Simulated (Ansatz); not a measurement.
Input

```
crystal:
  periodic: [false, false, false]
  atoms:
    - { symbol: C, position_ang: [-0.78395, 1.39486, 0.07414] }
    - { symbol: C, position_ang: [-0.11461, 0.27263, 0.04144] }
    - { symbol: Si, position_ang: [0.81163, -1.18809, -0.01281] }
    - { symbol: Cl, position_ang: [0.10423, -2.91978, -0.75527] }
    - { symbol: H, position_ang: [-0.76247, 2.11703, -0.73624] }
    - { symbol: H, position_ang: [-1.41361, 1.6776, 0.91258] }
    - { symbol: H, position_ang: [2.15878, -1.35424, 0.47616] }
basis:
  gaussian: { orbitals: def2-SVP }
hamiltonian:
  xc: hf
relax:
  f_tol: 0.02
  max_steps: 50
output:
  orbitals: {}
```

Run with:

```sh
ansatz run input.yaml --threads 1 --pin off --max-ram 2048MiB --backend cpu --events-out ev --progress --plain --runs-dir out
```

The fields are those of the relaxed geometry.

The calculation used RHF/def2-SVP (Ansatz 0.2.0).

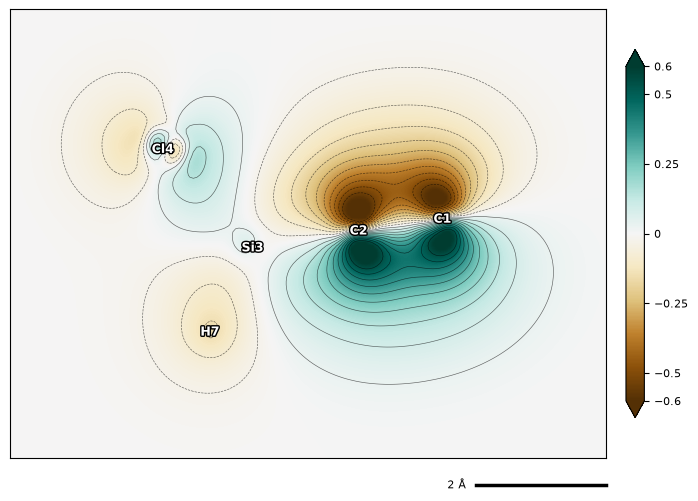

C$_{2}$H$_{3}$ClSi. The HOMO−1 on the plane of atoms Cl4, Si3 and H7 (values in Å⁻³ᐟ²; the overall sign is arbitrary).

What is the character of this orbital?

Answer. Its weight (Hirshfeld) is mainly on C2 (about 45 %) and C1 (about 40 %); π-bonding across C2–C1. Its energy is −10.75 eV.
